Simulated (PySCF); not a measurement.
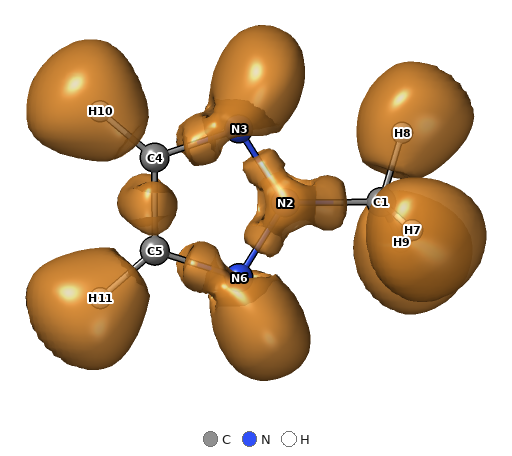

*C$_{3}$H$_{5}$N$_{3}$. Isosurface of the ELF at 0.75 (orange), seen across its widest extent. Core shells and regions of very low density are left out.*

Geometry: PBE0-D3(BJ)/def2-TZVP.

Theory: PySCF, PBE0/pcSseg-2, SCF density, gas phase, non-relativistic.

```xyz
11

C    -1.6847   -0.1040   -0.6366
N    -0.3332   -0.0247   -0.1484
N     0.3467   -1.0936    0.2049
C     1.5093   -0.6053    0.6234
C     1.4697    0.7833    0.4997
N     0.2836    1.1250    0.0078
H    -2.3794    0.2844    0.1097
H    -1.9011   -1.1503   -0.8344
H    -1.7750    0.4807   -1.5512
H     2.2925   -1.2562    0.9761
H     2.2137    1.5290    0.7279
```

Where are the electrons localised?

The surface consists of one region between bonded C–C atoms (shared pairs), five regions around hydrogen nuclei and three regions on N in which the atom's valence shell and bonds are merged. Along the contacts the grid gives the following. N–N (1.31 Å): the ELF peaks at about 0.90 between the atoms: localised, covalent bonding. C–N (1.33 Å): the ELF peaks at about 0.90 between the atoms, as expected for a covalent bond.
